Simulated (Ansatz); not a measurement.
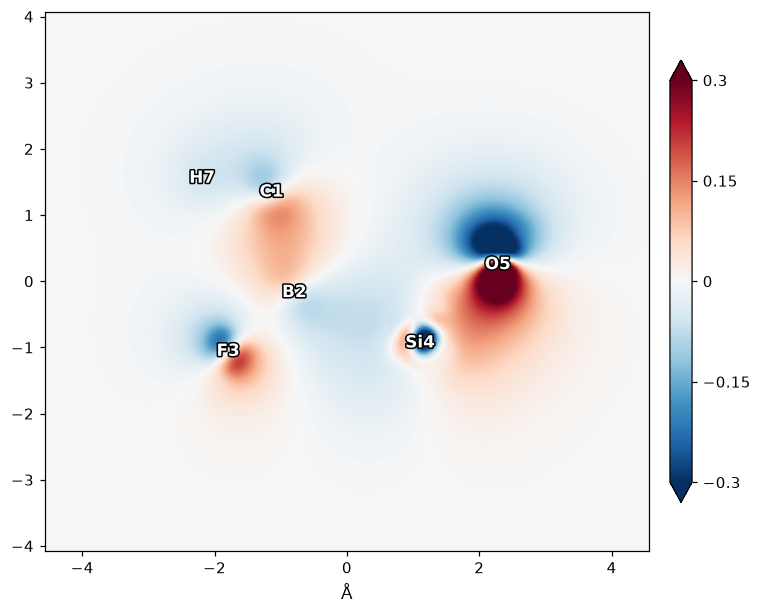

The picture shows: CH6BFOSi (SMILES CB(F)[SiH2]O). The HOMO−1 on the plane of atoms C1, B2 and F3 (values in Å⁻³ᐟ²; the overall sign is arbitrary).

The calculation used Ansatz, RKS PBE0-D4/def2-mTZVP.

Input file:

```
crystal:
  periodic: [false, false, false]
  atoms:
    - { symbol: C, position_ang: [-0.3527, -1.0941, 1.1902] }
    - { symbol: B, position_ang: [0.7057, -0.5713, 0.1512] }
    - { symbol: F, position_ang: [1.8867, -1.3368, -0.0346] }
    - { symbol: Si, position_ang: [0.5203, 1.0688, -0.8782] }
    - { symbol: O, position_ang: [-0.9636, 0.9007, -1.8567] }
    - { symbol: H, position_ang: [-0.5573, -0.2513, 1.9484] }
    - { symbol: H, position_ang: [-0.0484, -1.9868, 1.6737] }
    - { symbol: H, position_ang: [-1.3146, -1.2124, 0.6311] }
    - { symbol: H, position_ang: [1.6152, 1.2966, -1.7016] }
    - { symbol: H, position_ang: [0.2992, 2.1978, 0.0679] }
    - { symbol: H, position_ang: [-1.7252, 0.9317, -1.171] }
basis:
  gaussian: { orbitals: def2-mTZVP }
hamiltonian:
  xc: pbe0
  dispersion: d4
relax:
  f_tol: 0.015
  max_steps: 40
output:
  orbitals: {}
```

Command:

```sh
ansatz run input.yaml --threads 2 --pin off --max-ram 3072MiB --backend cpu --events-out ev --progress --plain --runs-dir out
```

The fields are those of the relaxed geometry.

**What is the character of this orbital?**

It lies mainly on O5 (about 30 %), Si4 (about 25 %), H10 (about 20 %) and H9 (about 15 %). Its energy is −9.13 eV.
